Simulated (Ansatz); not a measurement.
The starting structures come from a database of crystals and need not be the phases stable at ambient conditions.

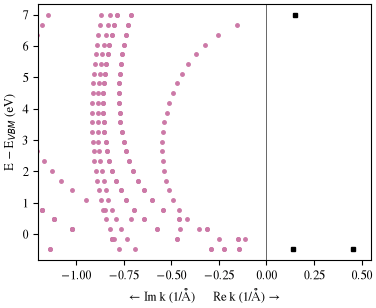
Figure: Complex bands at the centre of the two-dimensional zone; r2SCAN run with Ansatz (an electronic-structure program)

No gap correction and no spin-orbit coupling; mid-gap values are interpolated between computed energies.

### Question
This is K$_{2}$NaGaF$_{6}$ (Fm-3m, not sure to be the ambient phase, 10 atoms a cell, 14.8 Å³ an atom, -4 GPa at this level) along the normal of (111). Read off the slowest decay at the centre of the two-dimensional zone at 3.56 eV, the computed energy nearest the middle of the gap.

### Answer
κ ≈ 0.54 1/Å, a decay length 1/(2κ) of the density of 0.93 Å.
